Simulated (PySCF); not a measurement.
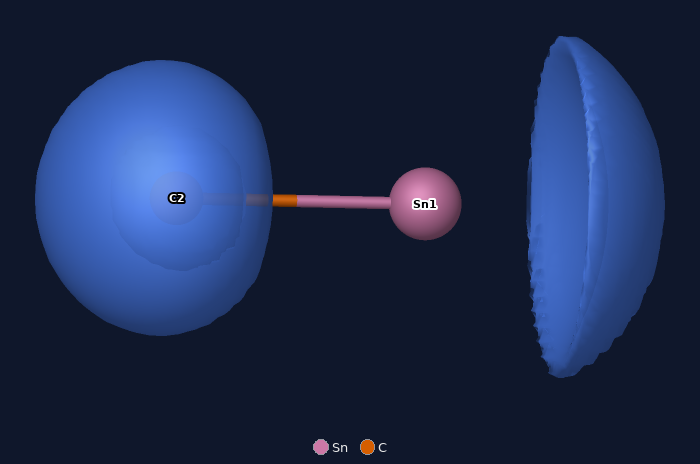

SnC (charge +1, quartet). Isosurface of the ELF at 0.8 (blue), seen from one side. Core shells and regions of very low density are left out.

Computed with PBE0/x2c-SVPall, spin-free X2C-1e, Gaussian nucleus, at a bond length of 2.125 Å (PySCF 2.14.0).

> What do the ELF domains correspond to?

The surface consists of one lobe on Sn, pointing away from the bonds (non-bonding electrons) and one region wrapped around C (its valence shell). Along the contacts the grid gives the following. C–Sn (2.12 Å): the ELF peaks at about 0.85 in the valence shell of C, 0.6 Å from its nucleus, and drops to about 0.15 between the two atoms.
